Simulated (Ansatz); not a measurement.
Level of theory: PBE (plane waves to 420 eV, PAW; Ansatz, a quantum-chemistry and plane-wave program).

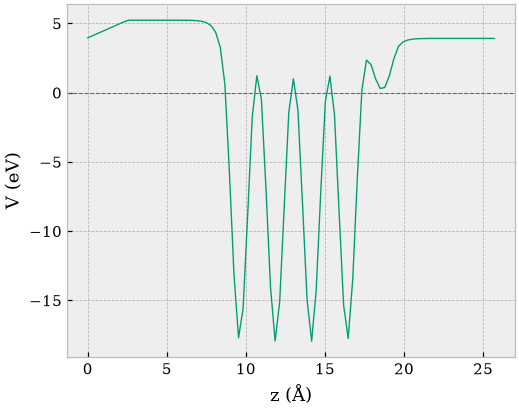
*Planar average of the electrostatic potential across the slab, in eV from the Fermi level, for Ag on the 1x1 (111) surface of fcc Pd, one in a 2x2 cell, started at the site 'hollow Pd-Pd-Pd over Pd at depth 4.5 Å'*

Set-up: 17 atoms, 6.8 Å thick at the start under the adsorbate (thin: gaps and levels are the slab's own); mesh 6x6x1; 0.1 eV smearing; dipole correction on; 8 atoms held, the rest relaxed; symmetry of the start imposed; no spin, no spin-orbit, no U, no dispersion correction. At the end it is bonded to 3 Pd. In PBE it is, or lies within 0.03 eV of, the lowest of the starts that converged.

Task: The surface cell has an area of 26.94 Å². What dipole along the normal does the step between the two vacuum levels imply?

Result: the top vacuum level lies 1.32 eV below the bottom one; p = −ε₀ A ΔV (ε₀ = 0.005526 e/(V·Å)) gives 0.20 e·Å a cell.
